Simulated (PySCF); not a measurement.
# SeOI2: relaxation and vibrations of the singlet

Aim: relax SeOI2 as a singlet from a trigonal planar start, check by its vibrations whether the end is a minimum, and collect its spectrum and constants.

Program: PySCF 2.14.0. Level of theory: B3LYP, basis Se def2-SVP, O def2-SVP, I def2-SVP with ECP28, scalar-relativistic core potentials, no spin–orbit coupling, density fitting. These are calculated values, not measurements.

## Step 1: The system as given

4 atoms, charge 0, spin multiplicity 1.

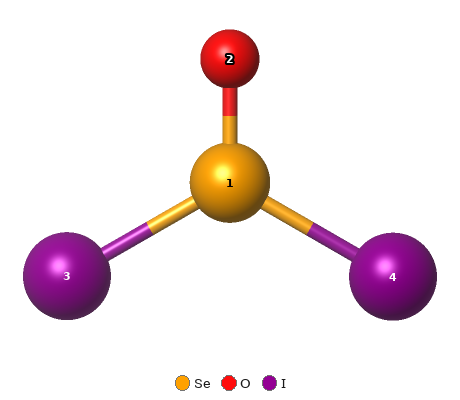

The starting geometry (selenium orange, oxygen red, iodine purple); atoms are numbered from 1 in the order of the file.

Coordinates in bohr (charge 0 multiplicity 1):
```
Se   -0.7829   -1.3560    0.0000
O    -2.3325   -4.0399    0.0000
I     3.9226   -1.3560    0.0000
I    -3.1356    2.7190    0.0000
```

## Step 2: Trigonal planar start, singlet: relaxation

One driver script runs all steps and calls PySCF; scf.py shows how it sets up the SCF of each step. The optimiser is the driver's own. Before each start the driver seeks the lowest SCF state from one or more starting densities and follows internal instabilities, so scf.py alone need not reach the same state.

The program finds C2v symmetry in the start, which this walk keeps. Threshold on the gradient: 0.0003 Eh/bohr, with a further test on the energy change.

scf.py

```python
from pyscf import gto, scf, dft
mol = gto.M(atom='''
Se    -0.414274    -0.717543    -0.000000
O     -1.234282    -2.137838    -0.000000
I      2.075725    -0.717545     0.000000
I     -1.659273     1.438859     0.000000''',
    basis={'Se': 'def2-SVP', 'O': 'def2-SVP', 'I': 'def2-SVP'},
    ecp={'I': 'def2-SVP'},
    charge=0, spin=0)
mf = dft.RKS(mol, xc='B3LYP')
mf.grids.atom_grid = (50, 194)
aux = {'Se': 'def2-universal-JKFIT', 'O': 'def2-universal-JKFIT', 'I': 'def2-universal-JKFIT'}
mf = mf.density_fit(auxbasis=aux)
mf.kernel()
```

The runs that follow: Vibrations and properties at this point; Downhill along the imaginary mode; Frequencies.

Q: Predict the outcome of this session. Wanted: minimum; geometry; wavenumbers; dipole moment; highest occupied, lowest empty level; polar-tensor charge of Se1; zero-point energy; atomisation energy.

As calculated:

| quantity | value |
| --- | --- |
| minimum | singlet, Cs |
| geometry | Se–I 2.668 Å (×2), Se–O 1.617 Å; I–Se–I 101.2°, I–Se–O 107.5° (×2) |
| wavenumbers (cm⁻¹) | 62 (a'), 130 (a''), 168 (a'), 199 (a''), 227 (a'), 975 (a') |
| dipole moment | 2.01 D |
| highest occupied, lowest empty level | -7.52, -4.13 eV |
| polar-tensor charge of Se1 | +1.22 e |
| zero-point energy | 10.5 kJ/mol |
| entropy at 298.15 K | 371.0 J/(mol K) |
| atomisation energy (no zero-point energy) | 682 kJ/mol |

From C2v at the start the molecule goes to a Cs minimum, after a stop at a saddle point 86.5 kJ/mol higher, from which it was pushed off along an imaginary mode. In the infrared the band at 975 cm⁻¹ (a', stretch) leads. Only this shape and spin were tried, so other structures or states may lie lower. Modes under about 90 cm⁻¹ are uncertain by tens of cm⁻¹. Spin–orbit coupling is left out.
